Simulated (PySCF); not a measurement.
SMILES CCC[CH]CC(C)=O, doublet, GFN2-xTB optimised geometry. Atoms within 1.6 Å of the plane z = 0.0 Å (x, y, z in Å): C3 (-1.24, -1.59, -1.35), C4 (0.16, -1.13, -1.29), C5 (0.76, -0.77, 0.00), C6 (0.19, 0.65, 0.00), C7 (1.10, 1.70, -0.58), O8 (-0.94, 0.88, 0.39), H14 (-1.33, -2.59, -0.90), H15 (-1.85, -0.93, -0.71), H17 (1.85, -0.77, 0.00), H18 (0.36, -1.35, 0.83), H19 (0.53, 2.59, -0.83), H20 (1.61, 1.33, -1.47), H21 (1.85, 1.96, 0.16).

Calculation: unrestricted PBE0/def2-SVP (PySCF). Cells within 0.4 Å of a nucleus heavier than hydrogen are left out (blank, or x).

Map of the HOMO amplitude (α) (bohr^(-3/2)) on the plane z = 0.0 Å; orbital energy -5.44 eV, overall sign arbitrary:

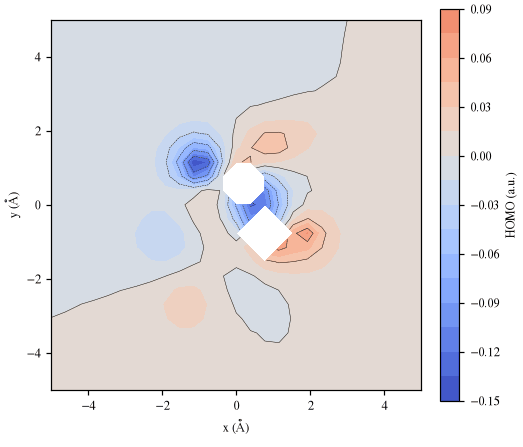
Figure: HOMO amplitude (α) (bohr^(-3/2)) on the plane z = 0.0 Å.
